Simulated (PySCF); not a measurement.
CH2AlClO3 (SMILES [OH][Al]([OH])[O][C]Cl) (triplet)

The calculation's input:

```
{"job": {"kind": "epr"}, "charge": 0, "multiplicity": 3}
C     -0.377261    -0.941309    -2.041742
Cl     0.261865    -0.885258    -3.624074
O      0.055500    -0.215287    -1.049501
Al    -0.043011     0.136655     0.621033
O     -1.175170    -0.686751     1.557110
O      0.998190     1.301884     1.253547
H     -1.316899    -0.549416     2.494524
H      1.642784     1.810909     0.760802
```

Launched as:

```sh
OMP_NUM_THREADS=1 python cluster_run.py task.json out
```

Geometry: PBE0-D3(BJ)/def2-SVP.

These are results of UKS B3LYP, IGLO-III on Al C Cl O, pcH-1 on H, non-relativistic, mean-field spin-orbit, GIAO in PySCF, not measurements.

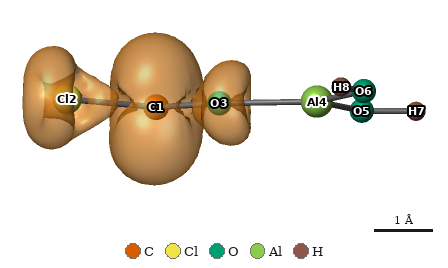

Figure 1. Isosurfaces of the spin density (α minus β) at +0.05 (orange) and −0.05 e/Å³ (purple), seen from one side.

Question: Describe the spin distribution.

Answer: The unpaired spin (2 electrons) lies mostly on C1 (about 1.3), Cl2 (about 0.3) and O3 (about 0.3), in electrons by Hirshfeld's partition. Only one sign reaches the isovalue.

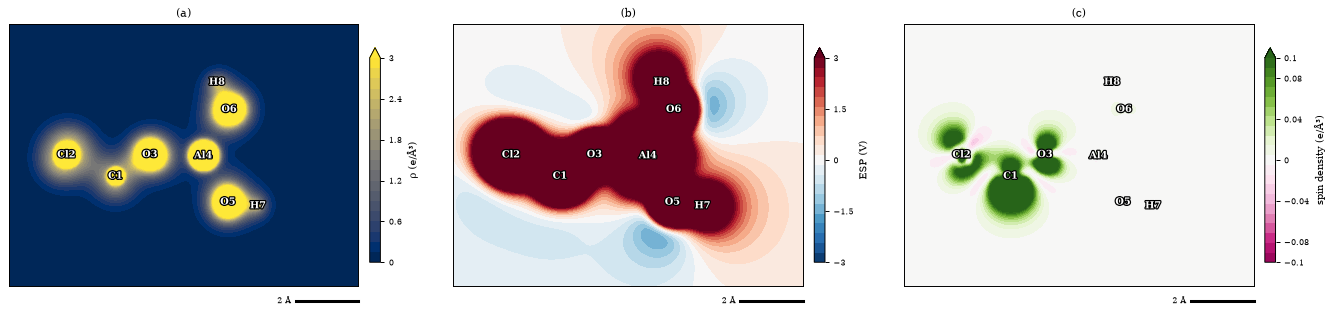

Figure 2. (a) electron density; (b) molecular electrostatic potential; (c) spin density (α minus β) on the molecular plane.

Question: Interpret the plot.

Answer:
- Atoms in the plane: C, Cl, O, Al and H.
- C–O (1.30 Å): ρ at the midpoint is about 2.5 e/Å³.
- Al–O (1.68 Å): ρ at the midpoint is about 0.91 e/Å³.
- C–Cl (1.71 Å): ρ is about 1.5 e/Å³ halfway.
- O–H (0.96 Å): ρ at the midpoint is about 3.7 e/Å³.
- Outside the dense part of the molecule the potential is most negative (−1.6 V) near O5.

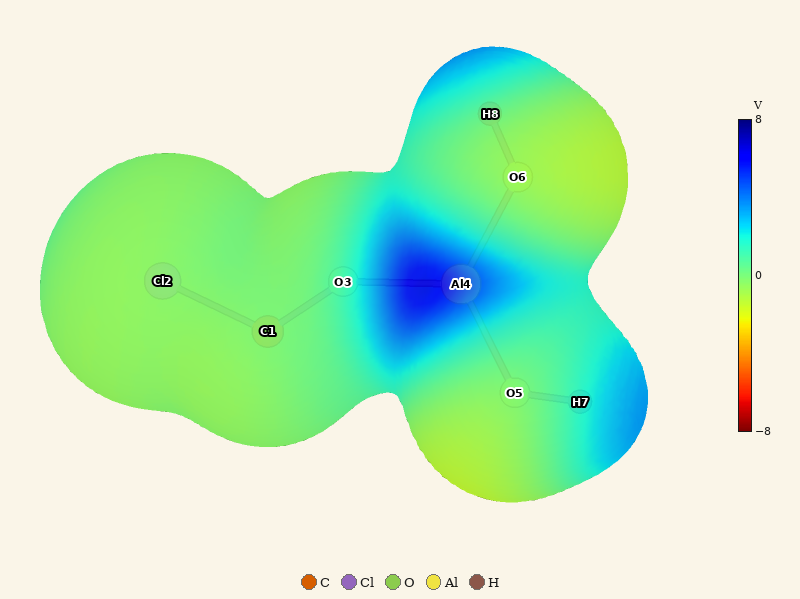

Figure 3. The electrostatic potential painted on the density surface at 0.004 e/bohr³, seen at a tilt; red is negative and blue positive.

Question: Where is the surface potential most negative and most positive?

Answer: The most negative region (about −1.4 V) lies over O5, the most positive (about +6.0 V) over Al4. Cl2 shows a σ-hole: about +0.8 V at the tip opposite its bond, against about −0.5 V on its flanks. O5 is the likeliest acceptor of a hydrogen bond.
